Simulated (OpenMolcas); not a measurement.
# How basis sets differ on SiNH4O (SMILES N[SiH]O)

SiNH4O: 7 atoms, total charge 0, spin state doublet. SMILES: `N[SiH]O`. The shape is that of a PBE0-D4/def2-TZVP optimisation. This is one conformer, not always the lowest.

```xyz
7

N    -0.6949    0.5483   -0.5752
Si    0.2931    0.1590    0.7813
O     1.6229   -0.6724    0.2703
H    -0.3559    1.1681   -1.2948
H    -1.6858    0.6732   -0.4329
H    -0.5991   -0.6619    1.6647
H     1.4809   -1.2824   -0.4590
```

Each level gives the dipole moment (D). The values are calculated.

| level | kind | program | value (D) | CPU time |
| --- | --- | --- | --- | --- |
| UHF/STO-3G | Hartree–Fock | OpenMolcas | 1.57 | 2.1 s |
| UHF/3-21G | Hartree–Fock | OpenMolcas | 2.49 | 2.3 s |
| UHF/cc-pVDZ-DK (DKH2) | Hartree–Fock | OpenMolcas | 2.27 | 3.2 s |
| UHF/def2-SVP | Hartree–Fock | OpenMolcas | 2.28 | 4.3 s |
| ROHF/ANO-L-VTZP (RICD fitting) | Hartree–Fock | OpenMolcas | 2.17 | 33 s |

The values span 1.57 to 2.49 D. Sets without polarisation functions give poor dipoles. Without the sets that lack polarisation functions the rows with a basis span only 2.17 to 2.28 D. Times are those of the runs behind each value, whatever else they computed, on shared processors of several kinds: orders of magnitude only.

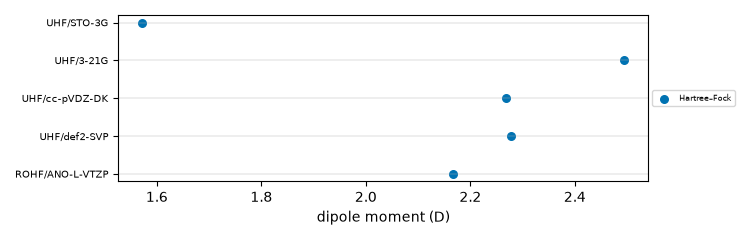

The values of the table, level by level.
